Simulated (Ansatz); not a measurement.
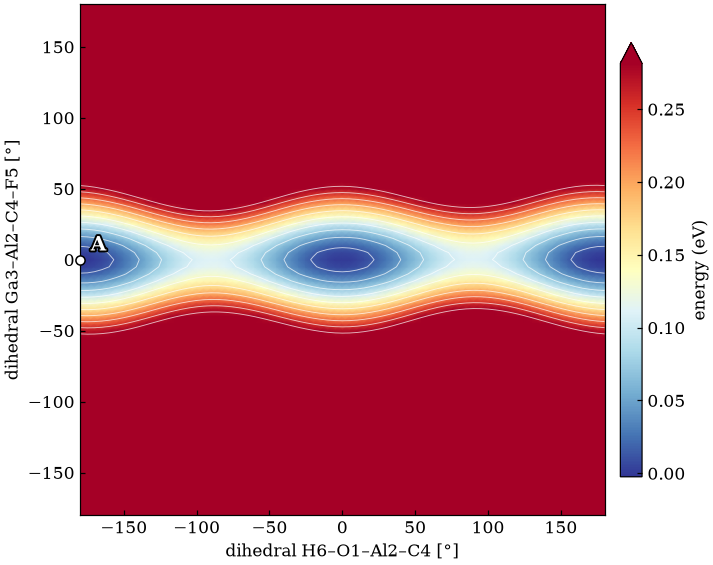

CH₅AlFGaO, SMILES [OH][Al]([GaH2])[CH2]F. First axis: dihedral H6–O1–Al2–C4. Second axis: dihedral Ga3–Al2–C4–F5. Nothing is relaxed (all other coordinates rigid). Grid: 12 × 12 points. Energies: eV, counted from the relaxed molecule at the same level. All numbers below come from RKS PBE0-D4/def2-SVP (Ansatz 0.2.0).

The picture shows a smooth colour map with a few white contour lines, one colour for all values above the top of the scale, the point A. Between grid points the surface is interpolated.

What is the easiest way out of the well at A, and how high is the barrier?

Answer. The easiest path leads from the well at dihedral H6–O1–Al2–C4 = −180°, dihedral Ga3–Al2–C4–F5 = 0° to the well at dihedral H6–O1–Al2–C4 = 0°, dihedral Ga3–Al2–C4–F5 = 0°, about 0.0024 eV higher (on a rigid scan; wells that are mirror images or exchange like atoms can differ by this much). Its highest point lies about 0.11 eV above the bottom of the first well on the interpolated surface, at dihedral H6–O1–Al2–C4 = 90°, dihedral Ga3–Al2–C4–F5 = 0°. The start is the relaxed structure and all else is held, so a fully relaxed path at this level can only be lower.

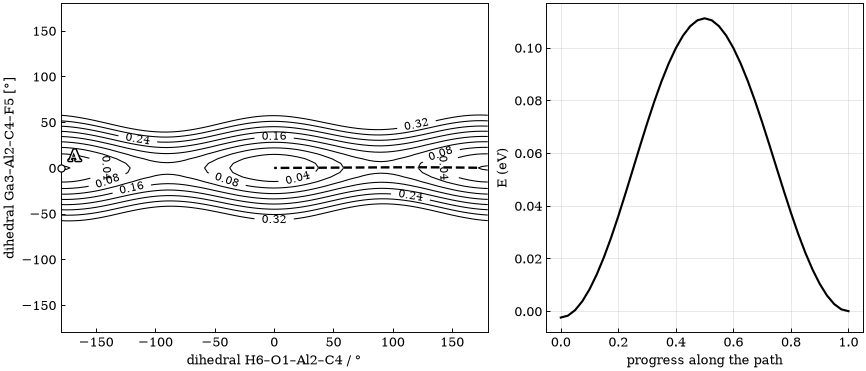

In the figure: contour lines labelled in eV (none above 0.32), a line along the lowest path, the energy along the path at the right. Between grid points the surface is interpolated.
